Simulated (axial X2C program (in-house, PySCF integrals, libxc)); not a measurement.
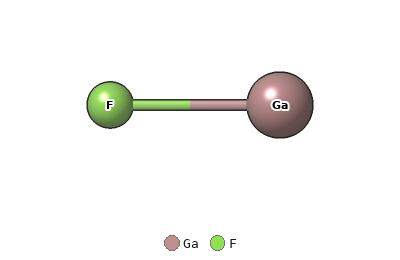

Figure 1. The molecule at the reference distance of 1.788 Å.

## GaF: relativistic diatomic calculation

- system: GaF, single determinant with M_S = 0 and |Λ| = 0.
- method: PBE0, spin-free X2C-1e, Ga dyall-cv3z, F dyall-av3z (cores contracted) (axial X2C program (in-house, PySCF integrals, libxc))

Output:
```
spin-free X2C-1e  PBE0
basis functions 162  fitting functions 899  grid points 5077
iter        total energy     max residual
   1      -2043.621079852     1.53e-06
   2      -2043.621079852     1.68e-06
converged
one-electron -3013.88536552  Coulomb 973.98669616  exact exchange -21.13316278  xc functional -65.16220176  nuclear repulsion 82.57295405
```

The points of the curve:

| R (Å) | E (hartree) | dipole (D; origin at the first atom, positive when the second is positive) | highest filled (eV) | lowest empty (eV) |
| --- | --- | --- | --- | --- |
| 1.556 | −2043.590593 | −0.86 | −7.41 | −1.05 |
| 1.627 | −2043.608749 | −1.33 | −7.60 | −1.16 |
| 1.681 | −2043.616311 | −1.68 | −7.73 | −1.25 |
| 1.734 | −2043.620112 | −2.04 | −7.85 | −1.34 |
| 1.788 | −2043.621080 | −2.40 | −7.97 | −1.42 |
| 1.851 | −2043.619588 | −2.83 | −8.08 | −1.53 |
| 1.913 | −2043.616073 | −3.25 | −8.18 | −1.63 |
| 1.994 | −2043.609568 | −3.79 | −8.27 | −1.76 |
| 2.092 | −2043.599771 | −4.45 | −8.30 | −1.92 |
| 2.235 | −2043.583919 | −5.38 | −8.20 | −2.15 |

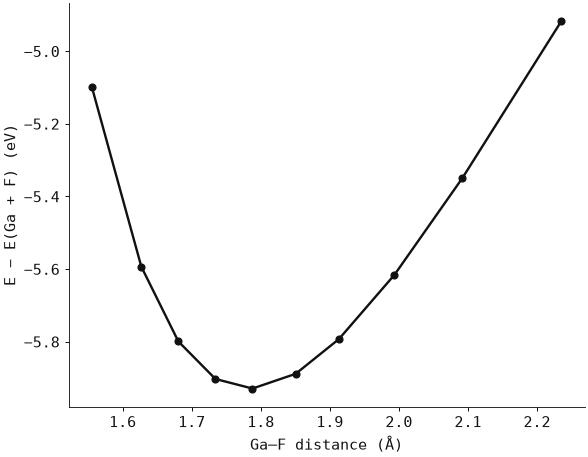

Figure 2. Energy at 10 bond lengths, for one set of occupations held fixed; the line joins the points. A polynomial of degree 6 through 9 points gives rₑ = 1.783 Å, ωₑ = 609.1 cm⁻¹, ωₑxₑ = 3.2 cm⁻¹ and Bₑ = 0.3559 cm⁻¹. The minimum lies 5.93 eV below Ga + F, each computed as one determinant at the same level.

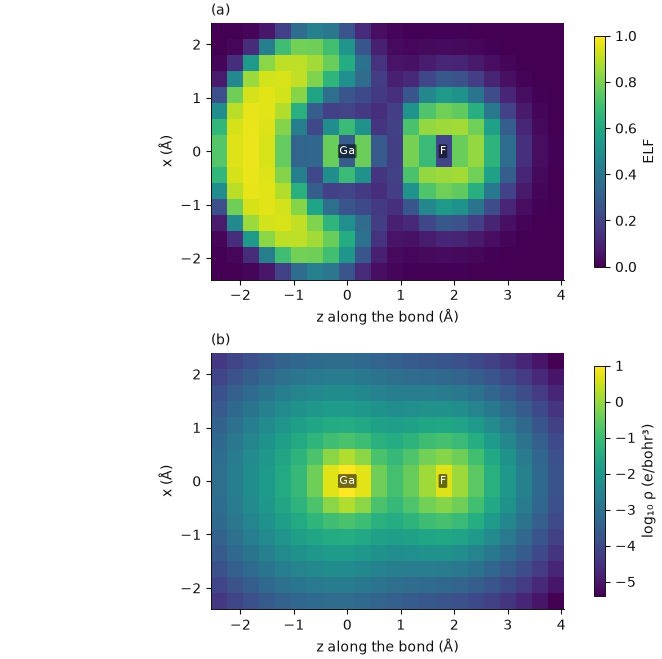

Figure 3. (a) electron localisation function; (b) electron density on a logarithmic scale, in a plane that holds the axis, at 1.79 Å, on points 0.3 Å apart (one half computed, the other mirrored); the structure near the nuclei is finer than these points.

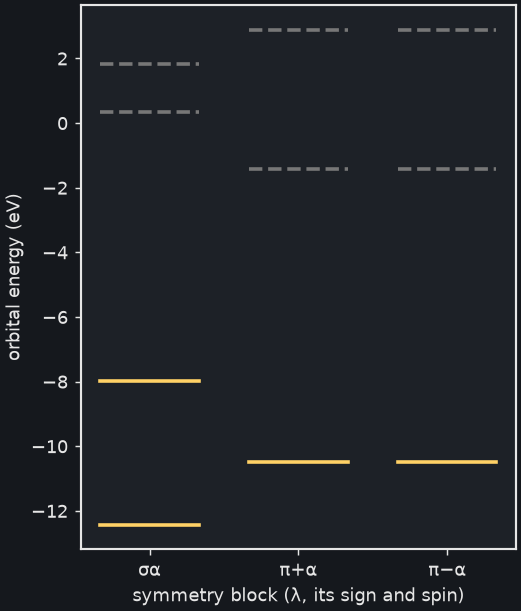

Figure 4. Orbital energies near the frontier at 1.79 Å, filled (solid) and empty (dashed); a label such as π−α means λ = −1 and α spin, and the β levels equal the α ones. The highest filled orbital (σα; 52 % Ga s, 23 % F p) lies at −7.97 eV, the lowest empty one (π−α; 86 % Ga p, 8 % F p) at −1.42 eV.

Input file:
```
{"zs": [31, 9], "q": 0, "bas": ["dyall-cv3z", "dyall-av3z"], "levels": ["PBE0", "HF", "B3LYP"], "cc": true, "r0": 1.88, "thr": -1.0, "nmax": 90, "npts": 10, "nst": 2, "ntry": 6}
```

The line is the task of a batch: nuclear charges, charge, bases, the levels to run, a first guess of the distance and further settings. This report covers PBE0 without spin-orbit coupling. The log is that of the reference distance 1.788 Å, started from orbitals converged before.

Launched within a batch (the task file carries these settings):
```bash
python <driver script> task.json out
```

Summary:

- outcome: converged
- bond length rₑ: 1.783 Å
- ωₑ: 609.1 cm⁻¹
- energy at the minimum: −2043.62109 hartree
- depth below the fragments: 5.93 eV
- hardware: 1 thread of Arm Neoverse V1, 24 GiB of memory available, shared host
- wall time: 3.8 s
- peak memory: 0.62 GiB
